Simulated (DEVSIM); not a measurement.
Device: Schottky contact on p-type Si, at 300 K.

| layer (left to right) | material | thickness (μm) | Na (cm⁻³) | τn (s) | τp (s) |
|---|---|---|---|---|---|
| 1 | Si | 19.0 | 2.8e15 | 7.8e-7 | 7.8e-7 |

Left contact: Schottky, work function 4.424 eV, emission velocity 3.5e6 cm/s. Right contact: ohmic. Voltage is applied to the left contact. Recombination: SRH at mid-gap, radiative. Gap narrowing is on: ΔEg = 6.92 meV × (l + √(l² + 0.5)), l = ln(N/1.3e17 cm⁻³), shared equally by both band edges. Mobility is μmin + (μ − μmin)/(1 + (N/Nref)^α).

The device is made up for the run: typed textbook-type constants, with dimensions and the other settings drawn at random. Values at 300 K.

```
parameter           Si
-------------  -------
gap (eV)         1.124
affinity (eV)     4.05
permittivity      11.7
Nc (cm⁻³)      2.86e19
Nv (cm⁻³)       3.1e19
μn (cm²/Vs)       1417
μp (cm²/Vs)        470
μn,min              52
μp,min              45
Nref,n          9.7e16
Nref,p          2.2e17
αn                0.68
αp                0.72
B (cm³/s)      4.7e-15
```

Simulated with DEVSIM: 1D drift-diffusion, Boltzmann statistics, complete ionisation; no tunnelling, impact ionisation, image-force lowering or self-heating. Metal contacts follow the ideal Schottky-Mott rule: no Fermi-level pinning, no interface dipoles.

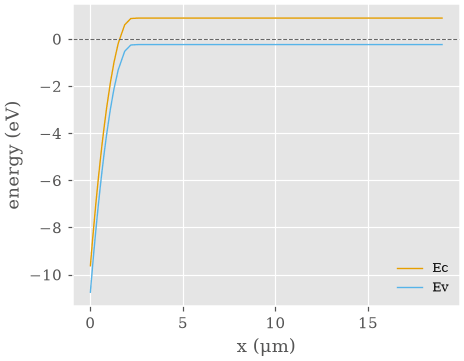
Figure. Band edges at 10.0 V on the left contact

Energies count from the Fermi level of the right contact; mesh points crowd at the junctions.

```csv
x (μm),Ec (eV),Ev (eV),n (cm⁻³),p (cm⁻³),field (V/cm)
0.000,-9.626,-10.750,1.5e13,590000,95000
0.01679,-9.467,-10.590,3.2e10,600000,95000
0.04530,-9.199,-10.323,1000000,600000,93000
0.08900,-8.795,-9.919,10000,620000,91000
0.2018,-7.791,-8.915,10000,660000,87000
0.3595,-6.481,-7.604,9900,720000,80000
0.6271,-4.502,-5.625,9500,850000,68000
1.277,-0.988,-2.112,7700,1500000,40000
2.185,0.865,-0.259,170,1.4e15,2300
3.726,0.883,-0.241,3900,2.8e15,≈ 0
6.089,0.883,-0.241,10000,2.8e15,≈ 0
11.56,0.883,-0.241,24000,2.8e15,≈ 0
14.63,0.883,-0.241,31000,2.8e15,≈ 0
16.44,0.883,-0.241,36000,2.8e15,≈ 0
17.73,0.883,-0.241,39000,2.8e15,≈ 0
18.26,0.883,-0.241,40000,2.8e15,≈ 0
18.57,0.883,-0.241,41000,2.8e15,≈ 0
18.75,0.883,-0.241,42000,2.8e15,≈ 0
18.89,0.883,-0.241,42000,2.8e15,≈ 0
18.94,0.883,-0.241,42000,2.8e15,≈ 0
18.98,0.883,-0.241,42000,2.8e15,≈ 0
19.00,0.883,-0.241,42000,2.8e15,≈ 0
```
